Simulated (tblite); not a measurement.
## Geometry relaxation, with input and output: C6H6AlF (part 2 of 2)

C6H6AlF, SMILES F[C]1=CC=CC=[CH][AlH]1; GFN2-xTB geometry optimisation, gas phase (tblite 0.8.0). It belongs to a series of runs on one base structure; here: B replaced by Al.

Geometry of the input (Å):
```
F  -2.5793  1.6589  -0.5750
C  -1.5441  0.9047  -0.1853
C  -1.6131  -0.4301  -0.2809
C  -0.6810  -1.4258  0.2555
C  0.6661  -1.4514  0.3065
C  1.6535  -0.4628  -0.1951
C  1.5903  0.8670  -0.0884
Al 0.0264  1.8517  0.4671
H  -2.5578  -0.8260  -0.6461
H  -1.1684  -2.3446  0.6028
H  1.1090  -2.3722  0.6561
H  2.6090  -0.8746  -0.4994
H  2.4467  1.4625  -0.3424
H  0.0420  3.4421  0.5023
```

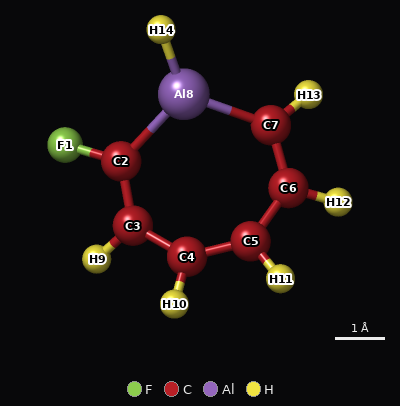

Figure 1. The geometry at step 59 of the log (ball-and-stick view, seen on its broad side; atoms are numbered from 1 in the order of the input).

Trajectory as extended XYZ, continued
```
14
Properties=species:S:1:pos:R:3:forces:R:3 step=32 energy=-587.63122
F    -2.6163    1.6133   -0.6440   -0.0120  -0.0090  -0.0100
C    -1.5353    0.9056   -0.1726   -0.0190  -0.0170  -0.0130
C    -1.6533   -0.4355   -0.2206   -0.0050  -0.0100   0.0200
C    -0.6889   -1.4009    0.2315    0.0070  -0.0080  -0.0140
C     0.6611   -1.3987    0.2919   -0.0070  -0.0090   0.0100
C     1.6735   -0.4503   -0.1023   -0.0020  -0.0120   0.0000
C     1.6447    0.9023   -0.1373    0.0170  -0.0190  -0.0040
Al    0.0661    1.9714    0.2667   -0.0140   0.0180   0.0130
H    -2.5961   -0.8623   -0.5540    0.0050   0.0180  -0.0090
H    -1.1531   -2.3436    0.5076   -0.0030   0.0190   0.0070
H     1.0942   -2.3421    0.6133    0.0070   0.0130   0.0000
H     2.6060   -0.9522   -0.3627   -0.0020   0.0140   0.0010
H     2.5744    1.3603   -0.4870    0.0120   0.0080  -0.0100
H    -0.0776    3.4322    0.7473    0.0170  -0.0080   0.0120
14
Properties=species:S:1:pos:R:3:forces:R:3 step=38 energy=-587.63211
F    -2.6300    1.6038   -0.6612   -0.0050  -0.0070  -0.0010
C    -1.5446    0.9073   -0.1841    0.0120   0.0060  -0.0010
C    -1.6578   -0.4351   -0.2195    0.0120   0.0010  -0.0170
C    -0.6891   -1.3970    0.2308   -0.0020   0.0080   0.0210
C     0.6609   -1.3932    0.2943    0.0030   0.0010  -0.0080
C     1.6752   -0.4473   -0.1020    0.0000  -0.0070   0.0000
C     1.6465    0.9046   -0.1476   -0.0150  -0.0010  -0.0050
Al    0.0631    1.9652    0.2668    0.0080  -0.0090  -0.0080
H    -2.5997   -0.8652   -0.5506    0.0020   0.0090  -0.0070
H    -1.1538   -2.3377    0.5107    0.0070  -0.0030   0.0090
H     1.0955   -2.3350    0.6175   -0.0060  -0.0020   0.0070
H     2.6096   -0.9489   -0.3537    0.0040  -0.0080  -0.0100
H     2.5767    1.3612   -0.4993   -0.0130   0.0010   0.0030
H    -0.0532    3.4168    0.7758   -0.0080   0.0110   0.0170
14
Properties=species:S:1:pos:R:3:forces:R:3 step=43 energy=-587.63255
F    -2.6375    1.5959   -0.6691    0.0080   0.0090  -0.0070
C    -1.5466    0.9091   -0.1904   -0.0060   0.0060  -0.0010
C    -1.6555   -0.4340   -0.2233    0.0060   0.0090   0.0030
C    -0.6884   -1.3933    0.2359    0.0050  -0.0070  -0.0210
C     0.6619   -1.3924    0.2949   -0.0010  -0.0090   0.0080
C     1.6766   -0.4493   -0.1052   -0.0060   0.0030  -0.0050
C     1.6423    0.9024   -0.1522    0.0050  -0.0010   0.0010
Al    0.0619    1.9637    0.2676   -0.0050   0.0110   0.0090
H    -2.5978   -0.8623   -0.5568    0.0190  -0.0100   0.0030
H    -1.1519   -2.3337    0.5196   -0.0070   0.0090   0.0120
H     1.0943   -2.3331    0.6236    0.0040  -0.0060   0.0060
H     2.6116   -0.9502   -0.3579   -0.0110   0.0010  -0.0030
H     2.5705    1.3639   -0.5017    0.0010  -0.0020  -0.0110
H    -0.0421    3.4128    0.7928   -0.0110  -0.0120   0.0050
14
Properties=species:S:1:pos:R:3:forces:R:3 step=49 energy=-587.63312
F    -2.6427    1.5918   -0.6846    0.0180   0.0020  -0.0030
C    -1.5484    0.9150   -0.1997   -0.0030  -0.0190  -0.0040
C    -1.6488   -0.4293   -0.2284   -0.0090  -0.0120   0.0000
C    -0.6855   -1.3900    0.2370   -0.0040   0.0140   0.0320
C     0.6642   -1.3939    0.2982   -0.0060   0.0050   0.0060
C     1.6755   -0.4509   -0.1101    0.0060  -0.0050   0.0060
C     1.6376    0.9007   -0.1593    0.0120  -0.0120   0.0010
Al    0.0605    1.9626    0.2715   -0.0020   0.0030   0.0160
H    -2.5877   -0.8639   -0.5621   -0.0070   0.0010  -0.0120
H    -1.1545   -2.3233    0.5354   -0.0040   0.0080  -0.0120
H     1.0948   -2.3331    0.6350    0.0040   0.0180  -0.0060
H     2.6097   -0.9520   -0.3640    0.0020   0.0080  -0.0130
H     2.5629    1.3641   -0.5140    0.0040  -0.0060  -0.0130
H    -0.0383    3.4018    0.8230   -0.0090  -0.0060   0.0030
14
Properties=species:S:1:pos:R:3:forces:R:3 step=54 energy=-587.63417
F    -2.6402    1.5880   -0.7192    0.0140  -0.0010  -0.0190
C    -1.5498    0.9194   -0.2170    0.0100   0.0090   0.0230
C    -1.6427   -0.4254   -0.2365   -0.0060   0.0040   0.0040
C    -0.6828   -1.3767    0.2549   -0.0120  -0.0190  -0.0260
C     0.6671   -1.3903    0.3104   -0.0080   0.0210   0.0070
C     1.6755   -0.4536   -0.1174   -0.0070   0.0120  -0.0030
C     1.6337    0.8975   -0.1707    0.0030   0.0190  -0.0020
Al    0.0586    1.9547    0.2882    0.0110  -0.0180   0.0020
H    -2.5727   -0.8708   -0.5812   -0.0090   0.0130  -0.0090
H    -1.1640   -2.3005    0.5609    0.0350  -0.0350   0.0250
H     1.0991   -2.3256    0.6553   -0.0210   0.0080   0.0100
H     2.6067   -0.9528   -0.3857   -0.0120  -0.0140  -0.0090
H     2.5510    1.3586   -0.5479    0.0050   0.0120  -0.0030
H    -0.0402    3.3769    0.8837   -0.0040  -0.0120   0.0010
14
Properties=species:S:1:pos:R:3:forces:R:3 step=59 energy=-587.63750
F    -2.6098    1.5780   -0.8362    0.0210   0.0170   0.0130
C    -1.5490    0.9302   -0.2526    0.0020  -0.0400  -0.0140
C    -1.6329   -0.4161   -0.2563    0.0080  -0.0330   0.0000
C    -0.6840   -1.3479    0.2921    0.0250   0.0020   0.0440
C     0.6660   -1.3611    0.3489    0.0250  -0.0260  -0.0370
C     1.6711   -0.4515   -0.1403   -0.0320   0.0300  -0.0390
C     1.6304    0.8989   -0.2085    0.0010   0.0290  -0.0070
Al    0.0596    1.9212    0.3427   -0.0040  -0.0200  -0.0340
H    -2.5381   -0.8799   -0.6406   -0.0130   0.0260  -0.0040
H    -1.1599   -2.2572    0.6487   -0.0240   0.0090  -0.0230
H     1.0922   -2.2869    0.7225    0.0270  -0.0030   0.0470
H     2.5831   -0.9633   -0.4525   -0.0650  -0.0130   0.0180
H     2.5192    1.3536   -0.6532    0.0160   0.0230   0.0210
H    -0.0486    3.2816    1.0632    0.0110  -0.0010   0.0160
14
Properties=species:S:1:pos:R:3:forces:R:3 step=65 energy=-587.64059
F    -2.5762    1.5712   -0.9130   -0.0140   0.0170   0.0080
C    -1.5419    0.9285   -0.2806    0.0210   0.0110  -0.0110
C    -1.6246   -0.4173   -0.2722    0.0010   0.0010  -0.0060
C    -0.6847   -1.3297    0.3228   -0.0070  -0.0250  -0.0160
C     0.6646   -1.3432    0.3699    0.0090   0.0400   0.0180
C     1.6559   -0.4439   -0.1670    0.0040   0.0100   0.0060
C     1.6276    0.9069   -0.2391   -0.0330   0.0090  -0.0040
Al    0.0568    1.8989    0.3733    0.0510  -0.0440  -0.0300
H    -2.5161   -0.8852   -0.6818   -0.0040  -0.0150   0.0050
H    -1.1646   -2.2243    0.7064   -0.0330  -0.0240   0.0130
H     1.0995   -2.2488    0.7839    0.0100   0.0260   0.0030
H     2.5479   -0.9742   -0.4997    0.0090   0.0100  -0.0270
H     2.5016    1.3580   -0.7173   -0.0130  -0.0200   0.0340
H    -0.0466    3.2024    1.1922   -0.0030   0.0030   0.0070
14
Properties=species:S:1:pos:R:3:forces:R:3 step=70 energy=-587.64164
F    -2.5579    1.5715   -0.9457   -0.0110   0.0010   0.0090
C    -1.5348    0.9273   -0.2966    0.0000  -0.0040  -0.0060
C    -1.6215   -0.4186   -0.2812   -0.0010   0.0060  -0.0080
C    -0.6873   -1.3243    0.3339    0.0020   0.0040  -0.0060
C     0.6621   -1.3294    0.3831   -0.0050  -0.0020   0.0010
C     1.6487   -0.4396   -0.1786    0.0030   0.0060  -0.0020
C     1.6241    0.9105   -0.2545    0.0100  -0.0070   0.0100
Al    0.0597    1.8844    0.3865   -0.0080   0.0090   0.0010
H    -2.5068   -0.8914   -0.6983   -0.0080  -0.0020   0.0010
H    -1.1717   -2.2107    0.7335    0.0090   0.0030   0.0030
H     1.1056   -2.2225    0.8137   -0.0070  -0.0010   0.0130
H     2.5317   -0.9754   -0.5264    0.0050   0.0020  -0.0130
H     2.4927    1.3582   -0.7420    0.0150  -0.0050  -0.0010
H    -0.0453    3.1596    1.2505   -0.0040  -0.0090  -0.0020
14
Properties=species:S:1:pos:R:3:forces:R:3 step=76 energy=-587.64196
F    -2.5607    1.5721   -0.9445   -0.0070   0.0000  -0.0020
C    -1.5341    0.9263   -0.3028   -0.0060   0.0000   0.0040
C    -1.6225   -0.4194   -0.2861    0.0010  -0.0010   0.0020
C    -0.6873   -1.3226    0.3319    0.0030   0.0020   0.0000
C     0.6618   -1.3262    0.3843    0.0010   0.0030   0.0000
C     1.6488   -0.4384   -0.1810    0.0040  -0.0040  -0.0020
C     1.6285    0.9117   -0.2536    0.0050  -0.0050  -0.0050
Al    0.0601    1.8818    0.3855    0.0040  -0.0060   0.0010
H    -2.5101   -0.8930   -0.6983    0.0030   0.0030   0.0000
H    -1.1698   -2.2075    0.7371   -0.0040   0.0070  -0.0010
H     1.1038   -2.2157    0.8244    0.0030   0.0050  -0.0030
H     2.5295   -0.9744   -0.5348   -0.0010  -0.0100   0.0020
H     2.4986    1.3549   -0.7429    0.0020   0.0080   0.0050
H    -0.0473    3.1499    1.2585   -0.0070  -0.0010  -0.0010
14
Properties=species:S:1:pos:R:3:forces:R:3 step=81 energy=-587.64208
F    -2.5629    1.5713   -0.9474    0.0000   0.0020   0.0020
C    -1.5359    0.9274   -0.3045    0.0020   0.0030  -0.0010
C    -1.6217   -0.4183   -0.2887    0.0000   0.0040   0.0010
C    -0.6865   -1.3192    0.3329   -0.0020   0.0010   0.0040
C     0.6624   -1.3239    0.3855    0.0000   0.0000  -0.0020
C     1.6501   -0.4395   -0.1845    0.0000   0.0020   0.0000
C     1.6312    0.9105   -0.2549   -0.0020   0.0030   0.0020
Al    0.0611    1.8771    0.3882   -0.0050  -0.0020  -0.0050
H    -2.5078   -0.8937   -0.7015    0.0010   0.0010  -0.0020
H    -1.1707   -2.2010    0.7422    0.0000  -0.0030   0.0050
H     1.1043   -2.2108    0.8306    0.0010  -0.0020  -0.0030
H     2.5274   -0.9790   -0.5413    0.0040   0.0000   0.0010
H     2.4999    1.3563   -0.7442    0.0020  -0.0010  -0.0010
H    -0.0516    3.1424    1.2654    0.0000  -0.0070  -0.0020
```

Summary

```tsv
quantity	value
outcome	converged
total energy	−587.6421 eV
hardware	1 CPU thread, shared host
wall time	0.91 s
peak memory	0.18 GiB
```
